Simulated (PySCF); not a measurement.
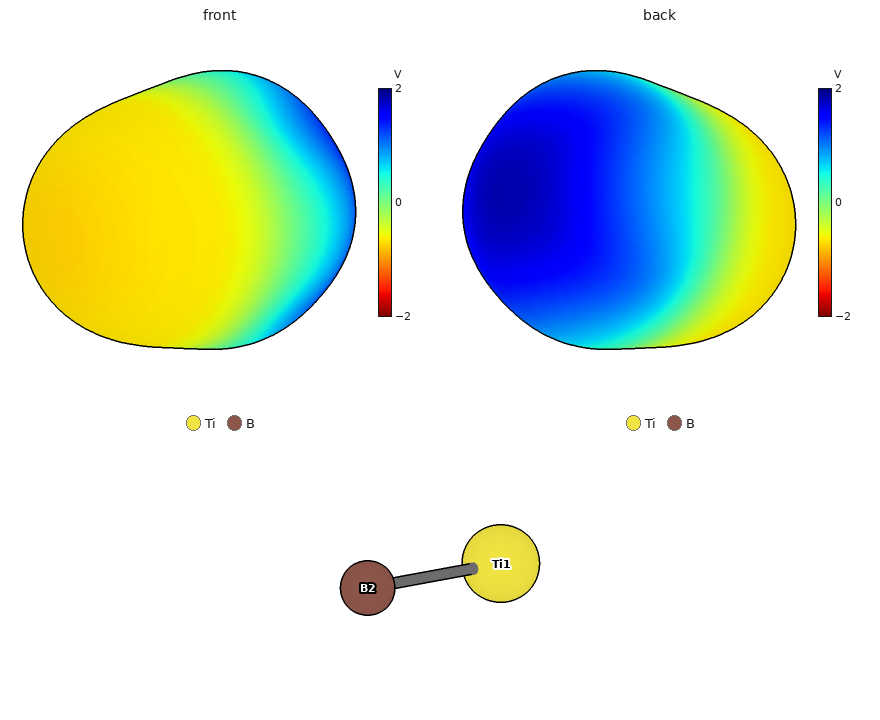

The picture shows: TiB (sextet). The electrostatic potential painted on the density surface at 0.001 e/bohr³, seen from the front and from behind; red is negative and blue positive. The bare structure is drawn below in the same view.

Computed with PySCF 2.14.0, PBE0/def2-TZVPP, non-relativistic Hamiltonian with scalar-relativistic core potentials where named, at a bond length of 2.030 Å.

Which sites attract a positive test charge, and which a negative one?

A positive charge is drawn to the negative regions and a negative charge to the positive ones. The most negative region (about −0.8 V) lies over B2, the most positive (about +1.8 V) over Ti1.
